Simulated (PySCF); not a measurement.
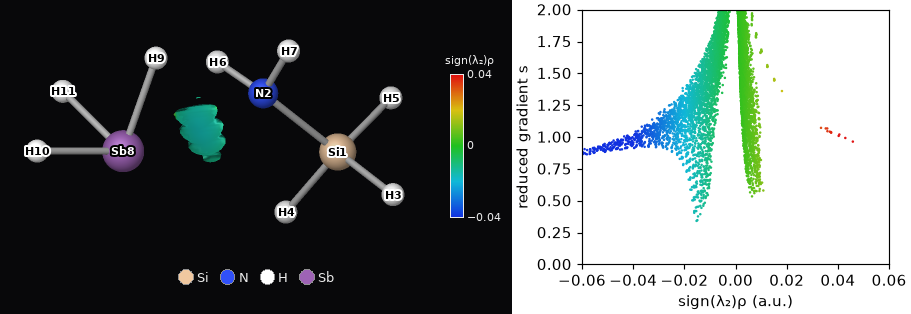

Figure 1: H$_{8}$NSbSi, SMILES `[SiH3]N.[SbH3]`. Non-covalent interaction surfaces between the fragments (reduced density gradient s = 0.5, coloured by sign(λ₂)ρ in a.u.; trimmed to the region between the fragments where ρ is under 0.06 a.u.). Fragment A: SiH5N (atoms 1–7); fragment B: SbH3. The plot gives s against sign(λ₂)ρ for grid points between the fragments.

Computed with PySCF, HF/def2-TZVP, geometry: GFN2-xTB. Core potentials replace the inner electrons of Sb; spin–orbit coupling isn't included. GFN2-xTB bond lengths at metals and heavier atoms can be off by up to 0.1 Å and shapes distorted, which carries into these values.

Which interactions hold the two fragments together?

Answer. Bond critical points between the fragments: N2···Sb8, 3.07 Å, ρ = 0.016 a.u. It appears blue-green. The pose is a local one from a semi-empirical search, not shown to be the most stable.

How strongly are they bound?

Answer. The counterpoise-corrected interaction energy of the frozen fragments is +1.9 kcal/mol without dispersion correction and −2.9 kcal/mol with D3(BJ). The pair geometry is semi-empirical, not a minimum at this level.

The PySCF run took 7.7 s on 1 thread of Arm Neoverse V1, on a shared host, peak memory 0.35 GiB.
